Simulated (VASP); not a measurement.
Band structure of BaZrO3 (cubic perovskite). These are PBE GGA with D3 dispersion (zero damping), VASP's PBE PAW potentials (set 64) (plane waves; VASP) values and carry that method's errors.

Unless said otherwise, spin-orbit coupling is left out, though it shifts the bands of the heavy elements here.

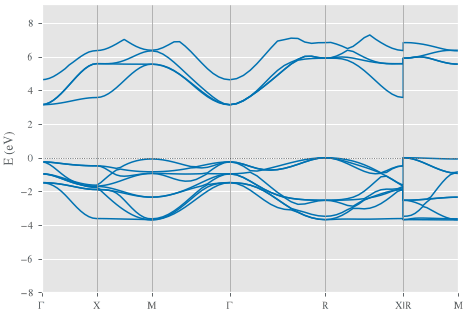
*Bands along high-symmetry lines, zero at the valence-band maximum or, without a gap, the Fermi level*

**Question.** Read the plot: is there a gap, and where are the band edges?

**Answer.** The gap is indirect, 3.15 eV, from the valence maximum at R to the conduction minimum at Γ. (Edges off the drawn lines would not show.)

The compound is BaZrO3 in the cubic perovskite structure. It was relaxed first.
